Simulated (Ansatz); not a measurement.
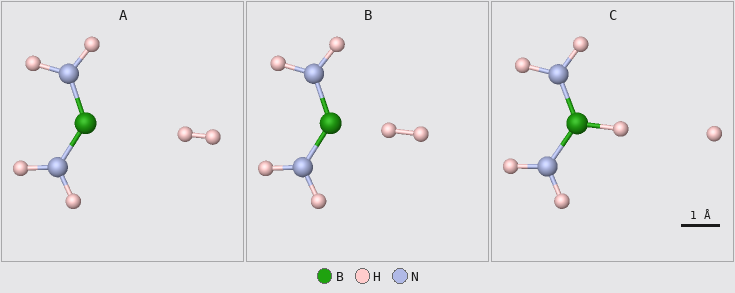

3 geometries from a converged minimum-energy path of BN2H6 (multiplicity 2), made up at the start of BN2H5 and H, shuffled. The picture is a ball-and-stick view, seen face on.

Method: UKS PBE/6-31G* in Ansatz 0.2.0. Settings: 7 movable images; climbing image; force threshold 0.03 eV/Å; iteration limit 60; starting path through a guess of the saddle point.

Question: Which of them lies highest in energy?

Answer: B. In order along the path, whose images run from 0 to 8: C (image 1, +0.3 kJ/mol), B (image 4, +26.9 kJ/mol), A (image 8, +13.9 kJ/mol). A hydrogen atom shifts from one atom to another. Breaking: B–H (1.21 → 2.75 Å). Forming: H–H (2.99 → 0.76 Å).

Limits of the set-up: the start holds two separate molecules, 3.0 Å apart at their closest, whose relative position is a soft coordinate and is computed without a dispersion correction.
